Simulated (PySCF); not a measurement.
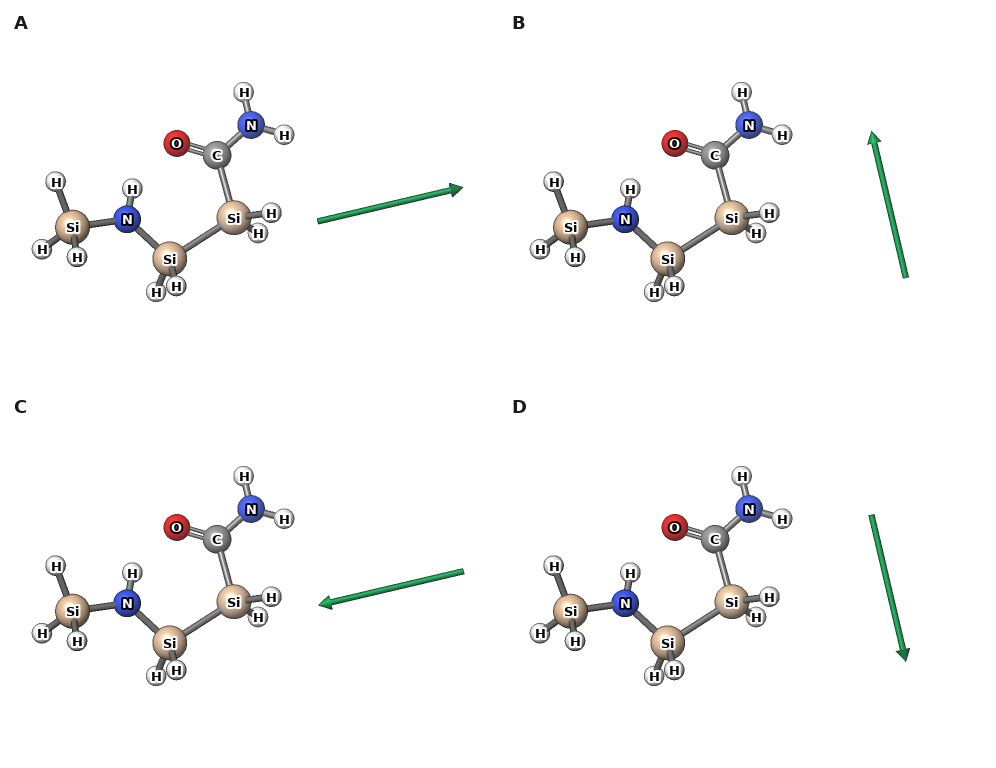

The same molecule four times, each with an arrow. Computed geometry: GFN2-xTB optimisation. No frequency run is at hand to confirm it as a minimum. Level of theory: CAM-B3LYP/def2-SVPD, gas phase (PySCF 2.14.0).

> Which arrow points along the dipole moment, from the negative to the positive end?

A. The dipole moment is 3.70 D.

The geometry is semi-empirical. Around Si such bond lengths and angles can be off by a tenth of an ångström or more and by several degrees, and values that hang on the shape move with them.
